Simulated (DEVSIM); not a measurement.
Structure: Ru/SiON/SiO2/p-Si capacitor, at 300 K.

| layer (left to right) | material | thickness (nm) | Na (cm⁻³) |
|---|---|---|---|
| 1 | SiON | 3.50 | - |
| 2 | SiO2 | 1.10 | - |
| 3 | Si | 3700 | 2.4e16 |

Metal gate on the left, work function 4.7 eV. Fixed charge at the semiconductor interface -1.7e10 cm⁻² (in units of +e); no interface traps.

This is a model device: material constants are rounded textbook-type values typed into the input, and sizes, dopings and lifetimes were drawn at random. Values at 300 K.

```tsv
parameter	SiON	SiO2	Si
gap (eV)	7	9	1.124
affinity (eV)	1.4	0.9	4.05
permittivity	5.5	3.9	11.7
Nc (cm⁻³)	-	-	2.86e19
Nv (cm⁻³)	-	-	3.1e19
```

DEVSIM, 1D Poisson equation in equilibrium, Boltzmann statistics, complete ionisation; no quantum confinement or tunnelling. Metal contacts follow the ideal Schottky-Mott rule: no Fermi-level pinning, no interface dipoles.

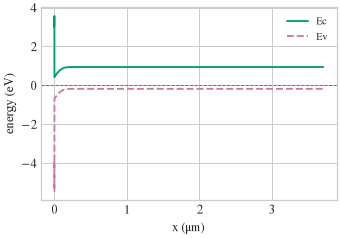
Band edges at 0.3 V on the gate

Energies count from the Fermi level of the right contact; mesh points crowd at the junctions.

```
x (μm)    Ec (eV)  Ev (eV)  n (cm⁻³)  p (cm⁻³)  field (V/cm)
--------  -------  -------  --------  --------  ------------
0.000       3.000   -4.000     < 1e2     < 1e2        130000
0.001090    3.015   -3.985     < 1e2     < 1e2        130000
0.002358    3.032   -3.968     < 1e2     < 1e2        130000
0.003460    3.047   -3.953     < 1e2     < 1e2        130000
0.004273    3.562   -5.438     < 1e2     < 1e2        190000
0.005305    0.422   -0.702    2.3e12     5.0e7         60000
0.007505    0.435   -0.689    1.4e12     8.4e7         60000
0.01546     0.482   -0.642    2.3e11     5.0e8         57000
0.03055     0.563   -0.561    1.0e10    1.2e10         51000
0.06457     0.715   -0.409     2.8e7    4.1e12         38000
0.1413      0.902   -0.222     20000    5.7e15         11000
0.4110      0.939   -0.185      4800    2.4e16           ≈ 0
0.9226      0.939   -0.185      4800    2.4e16           ≈ 0
2.034       0.939   -0.185      4800    2.4e16           ≈ 0
3.140       0.939   -0.185      4800    2.4e16           ≈ 0
3.455       0.939   -0.185      4800    2.4e16           ≈ 0
3.591       0.939   -0.185      4800    2.4e16           ≈ 0
3.655       0.939   -0.185      4800    2.4e16           ≈ 0
3.688       0.939   -0.185      4800    2.4e16           ≈ 0
3.698       0.939   -0.185      4800    2.4e16           ≈ 0
3.702       0.939   -0.185      4800    2.4e16           ≈ 0
3.705       0.939   -0.185      4800    2.4e16           ≈ 0
```
